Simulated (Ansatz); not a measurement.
**One shape, several levels: triplet CH3Al**

Aim: a comparison of 6 runs (UHF/STO-3G, U-revPBE/cc-pVTZ, UBHLYP/cc-pVTZ, UCAM-B3LYP/cc-pVTZ, UHSE06/cc-pVTZ, UPBE0/cc-pVTZ) of triplet CH3Al. 

The results are computed with Ansatz 0.2.0.

68 further runs of the same task are left out: 68 set aside as unsound or not needed.

### 1 Starting point

CH3Al has 5 atoms, charge 0, and is taken as a triplet. SMILES of the parent species: `C[Al]`. The coordinates come from a PBE0-D4/def2-TZVP relaxation. That shape belongs to the parent species and isn't relaxed for this state.

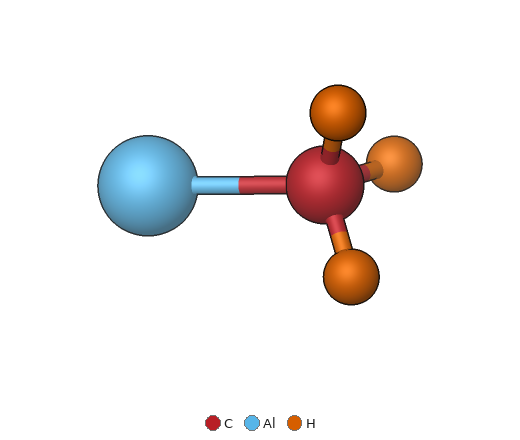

Viewed from a chosen angle; carbon red, aluminium blue, hydrogen orange.

### 2 The energy at UHF/STO-3G (run 1)

Input file job.yaml:

```yaml
crystal:
  periodic: [false, false, false]
  atoms:
    - {symbol: C, position_ang: [-0.131220, -0.057510, 0.054000]}
    - {symbol: Al, position_ang: [1.572690, 0.689240, -0.647230]}
    - {symbol: H, position_ang: [-0.230740, -1.127460, -0.171770]}
    - {symbol: H, position_ang: [-0.205100, 0.049890, 1.144270]}
    - {symbol: H, position_ang: [-1.005630, 0.445840, -0.379270]}
basis:
  gaussian:
    orbitals: STO-3G
magnetization:
  spin_polarized: true
  initial_magnetization: 2
accuracy: high
output:
  orbitals: {seedname: orbitals}
hamiltonian:
  xc: hf
```

Run with:

```sh
$ ansatz run job.yaml --threads 1 --pin off --max-ram 3480MiB --events-out events.jsonl --progress --plain --runs-dir runs
```

The program printed:

```text
Warning: RAYON_NUM_THREADS=1 ignored (pool sized by the plan → 1); use --threads N
Functional definition: HF
  name "HF"
  exchange = exact_x
  correlation = 0
287 factors; integrals over basis functions are off by at most 1.5e-8 eV
mean field evaluation 1: about -7563.4281 eV, gradient 6.8e0 eV
mean field evaluation 2: about -7563.4782 eV, gradient 6.7e0 eV
mean field evaluation 4: about -7564.5289 eV, gradient 1.5e0 eV
mean field evaluation 8: about -7564.6317 eV, gradient 2.4e-4 eV
mean field evaluation 16: about -7564.6299 eV, gradient 3.7e-1 eV
mean field evaluation 32: about -7564.6308 eV, gradient 6.1e-3 eV
mean field -7564.63078911 eV, -277.9950540089 hartree, gradient 2.1e-8 eV, S^2 2.002778; 1 other end points of the search recorded, 0 dependent functions left out
reference -7564.63078911 eV, -277.9950540089 hartree; 12, 10 occupied and 5, 7 virtual orbitals, 287 factors
Total energy: -7564.63078911 eV, -277.9950540089 hartree
```

It took 0.1 s on 1 thread of Intel Xeon 6975P-C (Granite Rapids), shared host.

### 3 The energy at U-revPBE/cc-pVTZ (run 2)

Input file molecule.yaml:

```yaml
crystal:
  periodic: [false, false, false]
  atoms:
    - {symbol: C, position_ang: [-0.131220, -0.057510, 0.054000]}
    - {symbol: Al, position_ang: [1.572690, 0.689240, -0.647230]}
    - {symbol: H, position_ang: [-0.230740, -1.127460, -0.171770]}
    - {symbol: H, position_ang: [-0.205100, 0.049890, 1.144270]}
    - {symbol: H, position_ang: [-1.005630, 0.445840, -0.379270]}
basis:
  gaussian:
    orbitals: cc-pVTZ
magnetization:
  spin_polarized: true
  initial_magnetization: 2
hamiltonian:
  xc: {name: revPBE}
accuracy: high
output: {orbitals: {seedname: orbitals}}
```

Run with:

```sh
$ ansatz run molecule.yaml --threads 1 --pin off --max-ram 3480MiB --events-out events.jsonl --progress --plain --runs-dir runs
```

The program printed:

```text
Warning: RAYON_NUM_THREADS=1 ignored (pool sized by the plan → 1); use --threads N
Functional definition: revPBE
  name "revPBE"
  parameter kappa = 1.245
  parameter beta = 0.06672455060314922
  exchange = pbe_x(kappa = kappa, mu = beta*pi^2/3)
  correlation = pbe_c(beta = beta)
1819 factors; integrals over basis functions are off by at most 3.2e-9 eV
mean field evaluation 1: about -7668.6309 eV, gradient 4.5e1 eV
mean field evaluation 2: about -7628.5240 eV, gradient 7.3e1 eV
mean field evaluation 4: about -7678.7347 eV, gradient 4.4e0 eV
mean field evaluation 8: about -7678.9545 eV, gradient 4.9e-2 eV
mean field evaluation 16: about -7678.9545 eV, gradient 2.0e-5 eV
mean field evaluation 32: about -7678.9545 eV, gradient 2.4e-7 eV
mean field evaluation 64: about -7678.9546 eV, gradient 5.7e-3 eV
mean field -7678.95454736 eV, -282.1963746331 hartree, gradient 2.0e-8 eV, S^2 2.002009; 5 other end points of the search recorded, 0 dependent functions left out
reference -7678.95455143 eV, -282.1963747828 hartree; 12, 10 occupied and 94, 96 virtual orbitals, 1819 factors
Total energy: -7678.95455143 eV, -282.1963747828 hartree
```

It took 34 s on 1 thread of Intel Xeon 6975P-C (Granite Rapids), shared host; peak memory 0.32 GiB.

Runs 3 to 4 aren't shown in full; the table further down has their settings and results.

### 4 The energy at UHSE06/cc-pVTZ (run 5)

Input file molecule.yaml:

```yaml
crystal:
  periodic: [false, false, false]
  atoms:
    - symbol: C
      position_ang: [-0.131220, -0.057510, 0.054000]
    - symbol: Al
      position_ang: [1.572690, 0.689240, -0.647230]
    - symbol: H
      position_ang: [-0.230740, -1.127460, -0.171770]
    - symbol: H
      position_ang: [-0.205100, 0.049890, 1.144270]
    - symbol: H
      position_ang: [-1.005630, 0.445840, -0.379270]
basis:
  gaussian: {orbitals: cc-pVTZ}
magnetization: {spin_polarized: true, initial_magnetization: 2}
hamiltonian: {xc: hse06}
accuracy: high
output: {orbitals: {seedname: orbitals}}
```

Run with:

```sh
$ ansatz run molecule.yaml --threads 1 --pin off --max-ram 3480MiB --events-out events.jsonl --progress --plain --runs-dir runs
```

The program printed:

```text
Warning: RAYON_NUM_THREADS=1 ignored (pool sized by the plan → 1); use --threads N
Functional definition: HSE06
  name "HSE06"
  parameter a = 0.25
  parameter omega = 0.11/bohr
  exchange = pbe_x - a*pbe_x_sr(omega) + a*exact_x_sr(omega)
  correlation = pbe_c
1819 factors; integrals over basis functions are off by at most 3.2e-9 eV
92 factors; integrals over basis functions are off by at most 6.7e-10 eV
mean field evaluation 1: about -7668.4519 eV, gradient 3.8e1 eV
mean field evaluation 2: about -7654.0104 eV, gradient 5.5e1 eV
mean field evaluation 4: about -7675.8572 eV, gradient 1.1e0 eV
mean field evaluation 8: about -7675.8896 eV, gradient 2.6e-2 eV
mean field evaluation 16: about -7675.8896 eV, gradient 5.0e-5 eV
mean field evaluation 32: about -7675.8864 eV, gradient 5.0e-1 eV
mean field evaluation 64: about -7675.8896 eV, gradient 1.9e-3 eV
mean field -7675.88959165 eV, -282.0837395881 hartree, gradient 2.4e-8 eV, S^2 2.003009; 5 other end points of the search recorded, 0 dependent functions left out
reference -7675.88959495 eV, -282.0837397097 hartree; 12, 10 occupied and 94, 96 virtual orbitals, 1819 factors
Total energy: -7675.88959495 eV, -282.0837397097 hartree
```

Run time: 47 s. Hardware: 1 thread of Intel Xeon 6975P-C (Granite Rapids), shared host; peak memory 0.41 GiB.

### 5 A single-point energy at UPBE0/cc-pVTZ (run 6)

Input file run.yaml:

```yaml
crystal:
  periodic: [false, false, false]
  atoms:
    - {symbol: C, position_ang: [-0.131220, -0.057510, 0.054000]}
    - {symbol: Al, position_ang: [1.572690, 0.689240, -0.647230]}
    - {symbol: H, position_ang: [-0.230740, -1.127460, -0.171770]}
    - {symbol: H, position_ang: [-0.205100, 0.049890, 1.144270]}
    - {symbol: H, position_ang: [-1.005630, 0.445840, -0.379270]}
basis:
  gaussian:
    orbitals: cc-pVTZ
total_charge: 0
magnetization:
  spin_polarized: true
  initial_magnetization: 2
hamiltonian:
  xc: pbe0
accuracy: high
output: {orbitals: {seedname: orbitals}}
```

Run with:

```sh
$ ansatz run run.yaml --threads 1 --pin off --max-ram 3480MiB --events-out events.jsonl --progress --plain --runs-dir runs
```

The program printed:

```text
Warning: RAYON_NUM_THREADS=1 ignored (pool sized by the plan → 1); use --threads N
Functional definition: PBE0
  name "PBE0"
[... 1 set-up line as earlier in the session ...]
  parameter kappa = 0.804
[... 1 set-up line as earlier in the session ...]
  exchange = (1 - a)*pbe_x(kappa = kappa, mu = beta*pi^2/3) + a*exact_x
[... 1 set-up line as earlier in the session ...]
1819 factors; integrals over basis functions are off by at most 3.2e-9 eV
mean field evaluation 1: about -7669.4715 eV, gradient 3.6e1 eV
mean field evaluation 2: about -7660.3496 eV, gradient 4.8e1 eV
mean field evaluation 4: about -7676.1025 eV, gradient 6.6e-1 eV
mean field evaluation 8: about -7676.1266 eV, gradient 5.1e-2 eV
mean field evaluation 16: about -7676.1266 eV, gradient 8.6e-5 eV
mean field evaluation 32: about -7676.1266 eV, gradient 2.0e-4 eV
mean field evaluation 64: about -7676.1266 eV, gradient 7.8e-3 eV
mean field -7676.12660301 eV, -282.0924495952 hartree, gradient 2.8e-8 eV, S^2 2.003078; 5 other end points of the search recorded, 0 dependent functions left out
reference -7676.12660549 eV, -282.0924496864 hartree; 12, 10 occupied and 94, 96 virtual orbitals, 1819 factors
Total energy: -7676.12660549 eV, -282.0924496864 hartree
```

Wall time 50 s (1 thread of Intel Xeon 6975P-C (Granite Rapids), shared host); peak memory 0.4 GiB.

### 6 The series

| run | level | energy (Eh) | HOMO energy (eV) | LUMO energy (eV) | ⟨S²⟩ | wall time |
| --- | --- | --- | --- | --- | --- | --- |
| 1 | UHF/STO-3G | -277.995054 | -0.87 | 6.86 | 2.003 | 0.1 s |
| 2 | U-revPBE/cc-pVTZ | -282.196375 | -2.91 | – | 2.002 | 34 s |
| 3 | UBHLYP/cc-pVTZ | -282.229523 | -4.35 | -2.62 | 2.006 | 40 s |
| 4 | UCAM-B3LYP/cc-pVTZ | -282.229995 | -4.74 | -2.51 | 2.004 | 44 s |
| 5 | UHSE06/cc-pVTZ | -282.083740 | -3.39 | – | 2.003 | 47 s |
| 6 | UPBE0/cc-pVTZ | -282.092450 | -3.77 | -3.27 | 2.003 | 50 s |

### 7 Outcome

| quantity | value |
| --- | --- |
| run 6: total energy | -282.09245 Eh |
| run 6: HOMO energy (highest over α and β) | -3.77 eV |
| run 6: LUMO energy (lowest over α and β) | -3.27 eV |
| run 6: ⟨S²⟩ | 2.003 |

In words: Totals of different functionals can't be ranked against each other. In run 1 the basis is minimal, so the values are rough. All runs together took 3.6 min, the longest 50 s.
